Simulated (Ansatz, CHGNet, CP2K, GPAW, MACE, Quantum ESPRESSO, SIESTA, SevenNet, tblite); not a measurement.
# H15W3C3S4N3 (P-1) (56 atoms) in CP2K, part 4 of 4

How do the settings of CP2K change the result for H15W3C3S4N3 (P-1) (56 atoms)? A plane-wave run serves as the yardstick.

Program: CP2K 2026.2; the method stands at each step. Banners, paths, timers and routine set-up lines are dropped from the logs unmarked, and long logs keep their key lines alone; longer cuts are marked.

So far. Step 9 (PBE, DZVP-UZH, 600/70 Ry, diagonalisation): Against the first run (9.3 %), the force difference from the reference is 9.3 %, at 1.2 times the CPU time: the change moves forces by 0.10 meV/Å r.m.s., so most of the difference comes from elsewhere. Step 10 (LDA, DZVP-MOLOPT-SR, 600/50 Ry, diagonalisation): Against the first run (9.3 %), the force difference from the reference is 41 %, at 0.81 times the CPU time (on 2 against 4 cores); the model has changed, so this is no error of the program alone.

### Step 12. Side by side

Differences are against the plane-wave reference, forces as r.m.s. over components; share is that over the reference's r.m.s. force, slope the least-squares factor from reference forces to these. Total energies of different programs have different zeros and aren't compared.

```csv
run,"Δ force, r.m.s. (meV/Å)",share (%),slope,Δ pressure (GPa),Δ gap (eV),cores,CPU time,memory (GiB)
reference,-,-,-,-,-,2,6.5 min,2.8
"CP2K PBE, DZVP-UZH, 600/50 Ry, diagonalisation",81.2,9.30,1.021,0.0065,0.0024,4,6 min,3.2
"CP2K GFN1-xTB, diagonalisation",854,97.8,1.137,1.77,-,1,4.2 s,0.2
"CP2K PBE, SZV-MOLOPT-SR, 600/50 Ry, diagonalisation (coarse)",655,75.0,1.169,2.59,0.0909,1,3.4 min,2.2
"CP2K PBE, TZVP-UZH, 600/50 Ry, diagonalisation",82.4,9.44,1.004,-0.138,-0.003,4,6.1 min,3.3
"CP2K PBE, DZVP-UZH, 420/50 Ry, diagonalisation (coarse)",81.4,9.32,1.021,0.0069,0.0024,2,5.6 min,1.6
"CP2K PBE, DZVP-UZH, 840/50 Ry, diagonalisation",81.2,9.29,1.021,0.0064,0.0024,4,7.8 min,4.8
"CP2K PBEsol, PBE potentials, DZVP-UZH, 600/50 Ry, diagonalisation",203,23.2,1.055,-1.69,-0.0079,4,6 min,3.2
"CP2K PBE, DZVP-UZH, 600/70 Ry, diagonalisation",81.2,9.30,1.021,0.0065,0.0024,4,7.4 min,3.2
"CP2K LDA, DZVP-MOLOPT-SR, 600/50 Ry, diagonalisation",362,41.5,1.009,-6.63,0.0249,2,4.8 min,2.2
```

Rows marked coarse were listed beforehand as settings not expected to be converged; some can still land near the reference.

CPU time is summed over cores on a shared host, where runs went side by side, so it is rough. Symmetry, cutoffs, thresholds, outputs and thread counts weren't matched or tuned between programs; memory under MPI is the largest rank's times the ranks.

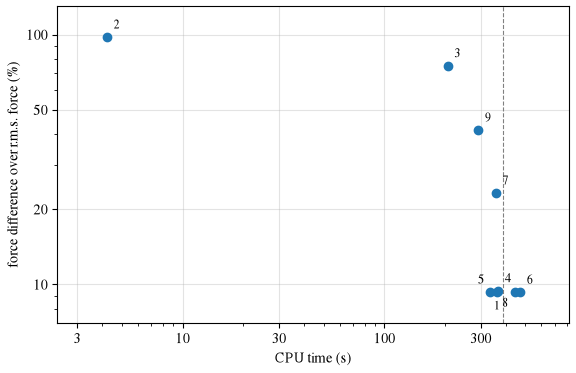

Force difference against CPU time; the dashed line marks the reference's time. Points: 1 CP2K PBE, DZVP-UZH, 600/50 Ry, diagonalisation; 2 CP2K GFN1-xTB, diagonalisation; 3 CP2K PBE, SZV-MOLOPT-SR, 600/50 Ry, diagonalisation; 4 CP2K PBE, TZVP-UZH, 600/50 Ry, diagonalisation; 5 CP2K PBE, DZVP-UZH, 420/50 Ry, diagonalisation; 6 CP2K PBE, DZVP-UZH, 840/50 Ry, diagonalisation; 7 CP2K PBEsol, PBE potentials, DZVP-UZH, 600/50 Ry, diagonalisation; 8 CP2K PBE, DZVP-UZH, 600/70 Ry, diagonalisation; 9 CP2K LDA, DZVP-MOLOPT-SR, 600/50 Ry, diagonalisation.

Mean charges by element (e), by run and scheme:

| run | scheme | H | W | C | S | N |
| --- | --- | --- | --- | --- | --- | --- |
| CP2K PBE, DZVP-UZH, 600/50 Ry, diagonalisation | Mulliken | +0.16 | +0.12 | -0.18 | -0.27 | -0.39 |
| CP2K PBE, DZVP-UZH, 600/50 Ry, diagonalisation | Hirshfeld | +0.06 | +0.12 | -0.08 | -0.14 | -0.13 |
| CP2K GFN1-xTB, diagonalisation | Mulliken | +0.11 | +0.32 | +0.05 | -0.39 | -0.39 |
| CP2K PBE, TZVP-UZH, 600/50 Ry, diagonalisation | Mulliken | +0.14 | +0.40 | -0.05 | -0.41 | -0.48 |
| CP2K PBE, TZVP-UZH, 600/50 Ry, diagonalisation | Hirshfeld | +0.06 | +0.12 | -0.08 | -0.14 | -0.14 |
| CP2K PBE, DZVP-UZH, 420/50 Ry, diagonalisation | Mulliken | +0.16 | +0.12 | -0.18 | -0.27 | -0.39 |
| CP2K PBE, DZVP-UZH, 420/50 Ry, diagonalisation | Hirshfeld | +0.06 | +0.12 | -0.08 | -0.14 | -0.13 |
| CP2K PBE, DZVP-UZH, 840/50 Ry, diagonalisation | Mulliken | +0.16 | +0.12 | -0.18 | -0.27 | -0.39 |
| CP2K PBE, DZVP-UZH, 840/50 Ry, diagonalisation | Hirshfeld | +0.06 | +0.12 | -0.08 | -0.14 | -0.13 |
| CP2K PBEsol, PBE potentials, DZVP-UZH, 600/50 Ry, diagonalisation | Mulliken | +0.17 | +0.07 | -0.19 | -0.24 | -0.41 |
| CP2K PBEsol, PBE potentials, DZVP-UZH, 600/50 Ry, diagonalisation | Hirshfeld | +0.06 | +0.10 | -0.08 | -0.13 | -0.13 |
| CP2K PBE, DZVP-UZH, 600/70 Ry, diagonalisation | Mulliken | +0.16 | +0.12 | -0.18 | -0.27 | -0.39 |
| CP2K PBE, DZVP-UZH, 600/70 Ry, diagonalisation | Hirshfeld | +0.06 | +0.12 | -0.08 | -0.14 | -0.13 |
| CP2K LDA, DZVP-MOLOPT-SR, 600/50 Ry, diagonalisation | Mulliken | +0.12 | -0.22 | -0.26 | +0.02 | -0.14 |
| CP2K LDA, DZVP-MOLOPT-SR, 600/50 Ry, diagonalisation | Hirshfeld | +0.06 | +0.14 | -0.09 | -0.15 | -0.14 |

Within one program, basis, potentials and functional, energies share a zero. Each run against its twin at the usual cutoff or grid and solver:

| run | twin | Δ energy (meV/atom) | Δ force, r.m.s. (meV/Å) | CPU time over the twin's |
| --- | --- | --- | --- | --- |
| CP2K PBE, DZVP-UZH, 420/50 Ry, diagonalisation | DZVP-UZH, 600/50 Ry, diagonalisation | -0.0048 | 1.33 | 0.93 (this twin ran on 4 cores) |
| CP2K PBE, DZVP-UZH, 840/50 Ry, diagonalisation | DZVP-UZH, 600/50 Ry, diagonalisation | 0.0016 | 0.354 | 1.3 |
| CP2K PBE, DZVP-UZH, 600/70 Ry, diagonalisation | DZVP-UZH, 600/50 Ry, diagonalisation | 8.0e-4 | 0.101 | 1.2 |

### Step 13. What came out

```yaml
nearest_in_forces: a tie at 9.3 % of 4 runs: CP2K PBE, DZVP-UZH, 600/50 Ry, diagonalisation; CP2K PBE, DZVP-UZH, 420/50 Ry, diagonalisation (coarse); CP2K PBE, DZVP-UZH, 840/50 Ry, diagonalisation; others
```

In words: The PBE runs in local orbitals, coarse settings apart, differ by 9.3 % (CP2K PBE, DZVP-UZH, 840/50 Ry, diagonalisation) to 9.4 % (CP2K PBE, TZVP-UZH, 600/50 Ry, diagonalisation); basis, grid and potentials can all enter. Tight binding differs by 98 % (CP2K GFN1-xTB, diagonalisation); it is another model, with fitted parameters of its own, and the xTB methods hold dispersion. Rows with another functional or a dispersion term differ by 23 % (CP2K PBEsol, PBE potentials, DZVP-UZH, 600/50 Ry, diagonalisation) to 41 % (CP2K LDA, DZVP-MOLOPT-SR, 600/50 Ry, diagonalisation), which mixes the change of model with differences of basis and potentials, some of them made for another functional. CP2K GFN1-xTB, diagonalisation needed 77 SCF steps, so its time overstates the method's usual cost. Runs with settings chosen to be coarse differ by 9.3 % (CP2K PBE, DZVP-UZH, 420/50 Ry, diagonalisation) to 75 % (CP2K PBE, SZV-MOLOPT-SR, 600/50 Ry, diagonalisation), their programs' other errors included. One electronic-structure run takes under half the reference's CPU time: CP2K GFN1-xTB, diagonalisation, at 98 % in 4.2 s against 6.5 min, too far off to be of use; its pressure misses by +1.8 GPa. At the same functional, gaps differ from the reference's 0.543 eV by between -0.00 and +0.09 eV. These are spacings on the run's k-points, which needn't hold the band edges. In pressure, CP2K PBE, SZV-MOLOPT-SR, 600/50 Ry, diagonalisation misses by +2.6 GPa, at the same functional. Charges hang on model, scheme and program or settings: among these rows the mean for W runs from -0.22 to +0.40 e, even in sign. Periodic xTB results under one method name differ between programs and library versions. The reference's pressure holds the uncorrected Pulay stress of its 60 Ry basis, so small pressure differences, and their order, may be the reference's own error. The reference's PBE has no dispersion term, which matters for the binding between molecules or layers. The reference's pressure of 3.6 GPa belongs to a cell and atoms that aren't relaxed at this level. The runs have no spin polarisation, so any moments at edges, vacancies or dangling bonds can't form. The electronic-structure runs sample only Γ, in a cell whose shortest periodic width is 7 Å. Spin–orbit coupling is left out, which matters for the levels of the heavy elements.

[Also dropped from logs without a mark: logging warnings of Python, and SIESTA's first energy breakdown and zero terms.]

[Logs are printed without paths, hosts, clocks, repeated set-up lines and the standing remarks that a program may print on its own settings, such as how far it seeks lower states.]

[Hosts, paths, dates, database ids (printed as entryN), source tags and the programs' standing remarks are cut or masked in the printed files.]
